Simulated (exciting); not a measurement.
Two BSE runs for the O K edge of LaGaO3, space group Pm-3m. Run A: exciting, all-electron LAPW+lo, LDA, exchange and screened direct term (singlet BSE), 4×4×4 shifted k points, 34 conduction bands, |G+q| up to 3 bohr⁻¹, full RPA screening with nempty = 58, Lorentzian half width 0.45 eV. Run B differs in one setting: k mesh, kernel cutoff, basis, band set, screening or width.

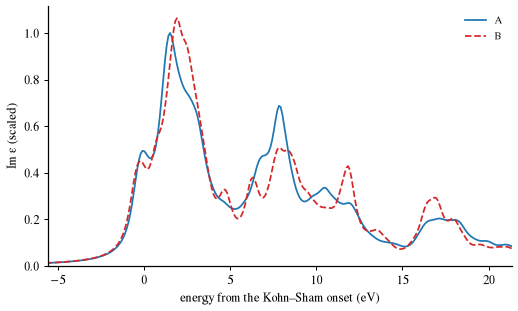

Energy from the Kohn–Sham onset, core level to the lowest empty state found on the meshes used; one zero for both, scaled to A's maximum.

**Question.** Which is the likeliest?

The k mesh from 4×4×4 to 2×2×2. Against run A the r.m.s. difference is 20 %. The highest maximum lies at 1.9 eV (1.06), against 1.5 eV (1.00). The first bright state moves from -0.44 to -0.59 eV. The lowest bare transition of this run lies at 0.49 eV, against 0.23. A coarse mesh samples few band energies, and it inflates the long-range part of the attraction. Other settings could leave a like mark; this is the change that was made.

[Hosts, paths, dates, database ids (printed as entryN), source tags and the programs' standing remarks are cut or masked in the printed files.]
